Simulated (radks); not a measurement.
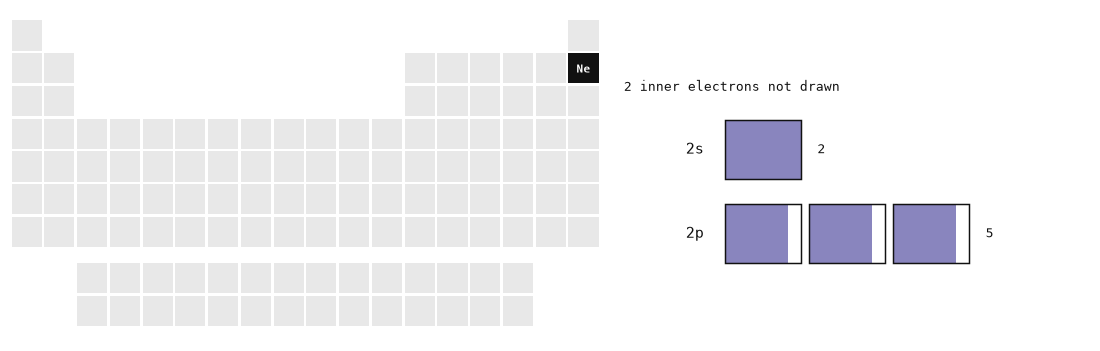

**Figure 1.** Left, the place of neon in the periodic table; right, the outer shells as the input fills them: a box for each of the 2l + 1 orbitals, shaded by the share of the shell that is filled, with the electron count at the right.

# Run report: Ne⁺, atomic calculation

Ne⁺, configuration [He] 2s2 2p5. Computed at this level: scalar-relativistic Kohn-Sham, r2SCAN, spin-polarised, spherical densities, finite nucleus (radks).

Input:
```
Z 10
configuration [He] 2s2 2p5
relativity scalar-relativistic
functional r2scan,r2scan
spin polarised
nucleus finite rms 3.0055 fm
c 137.035999084
mesh_end 3
max_iterations 93
```

Energies in input and log are in hartree, lengths in bohr (the nuclear radius in fm).

Hardware: 1 thread of Arm Neoverse V1, 23 GiB of memory available, shared host.

The run was one of a batch that the task file lists, launched with:
```bash
python <driver script> task.json out
```

Output:
```
1s      1   1.0000         -31.58749281
2s      1   1.0000          -2.12797865
2p      1   3.0000          -1.21500677
1s      2   1.0000         -31.54381720
2s      2   1.0000          -2.03498184
2p      2   2.0000          -1.11428422
Etot -128.21590973913126
Ekin 128.57282929634047
Encl -304.1523132885435
Eh 59.32642069668492
Exc -11.96284644361317
err 3.5491114883455126e-07
it 16
```

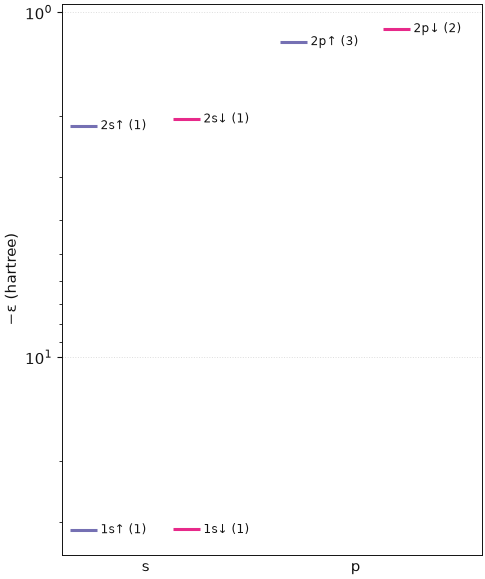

**Figure 2.** All occupied levels, on a logarithmic scale of binding energy, are drawn by angular momentum (occupations in brackets, up spins at the left of each column and down spins at the right). They are the filled levels of this odd run. The highest occupied level is 2p down at −1.11 hartree. From the top down the occupied levels run 2p down (−1.11 hartree), 2p up (−1.22 hartree), 2s down (−2.03 hartree), 2s up (−2.13 hartree), 1s down (−31.54 hartree), 1s up (−31.59 hartree). The largest exchange splitting (down less up) among the shells drawn in both spins is that of 2p, 0.101 hartree.

What the run reported:

| quantity | value |
| --- | --- |
| outcome | converged |
| total energy | −128.215910 hartree |
| kinetic energy | 128.572829 hartree |
| electron–nucleus energy | −304.152313 hartree |
| Hartree energy | 59.326421 hartree |
| exchange–correlation energy | −11.962846 hartree |
| radius at density 0.001 e/bohr³ | 2.48 bohr |
| SCF iterations | 16 |

What is odd here:

A numerical setting was moved from its usual value: mesh end rmax = 3. The program ran to the end. Its total energy differs from that of the same run with the usual input (−128.25633 hartree) by +0.040 hartree, so this setting spoils the energy.
